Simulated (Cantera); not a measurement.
A closed system holds: 1 mol CaCO3, 0.14 mol O2, 0.025 mol C, held at 0.0133 bar.

Method: chemical equilibrium by Gibbs-energy minimisation in Cantera with the NASA 1993 tables (ideal gas, pure condensed phases). Candidate condensed phases: C, Ca, CaCO3, CaO; 15 gas species. Equilibrium is a limit: real reactors are often held back by kinetics, nucleation or transport.

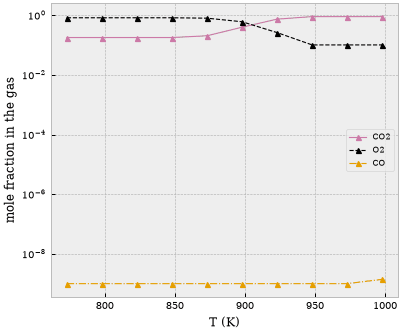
Figure. Equilibrium gas composition (values under 1e-9 drawn at 1e-9)

From 773 K to 848 K the condensed part is CaCO3(calcite). From 873 K to 923 K the condensed part is CaCO3(calcite) + CaO(s). From 948 K to 998 K the condensed part is CaO(s).
